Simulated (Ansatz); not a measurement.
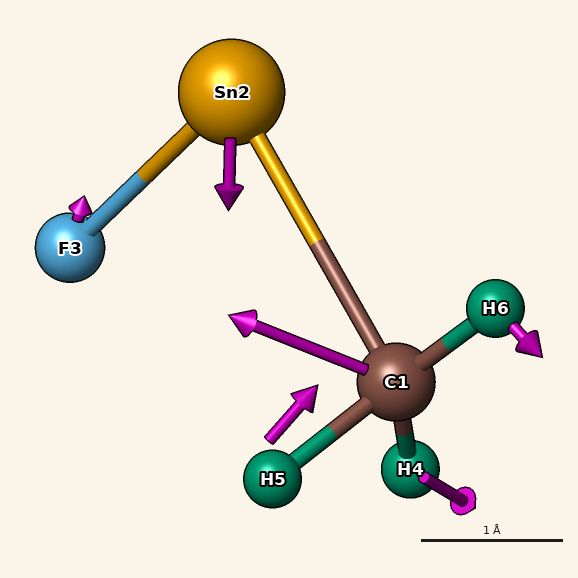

Arrows show the forces on the atoms, 0.2 Å of arrow for 1 eV/Å; forces under a tenth of the largest aren't drawn. Level of theory: RHF-CCSD(T) (frozen core)/def2-TZVPP (Ansatz 0.2.0).

### On which atom is the force largest, and how large is it?

On C1: 5.77 eV/Å.

### Along which bond is the force strongest?

C1–H4, now 1.010 Å: the forces push its atoms apart, so a first step downhill lengthens it.

List the force components in the frame of the picture (x right, y up, z towards the viewer), in eV/Å.

```
atom     Fx     Fy     Fz
  C1  −4.91   1.96   2.30
 Sn2  −0.07  −2.60  −0.75
  F3   0.25   0.89   0.44
  H4   1.86  −1.12  −3.12
  H5   1.77   2.01   0.49
  H6   1.10  −1.14   0.64
```
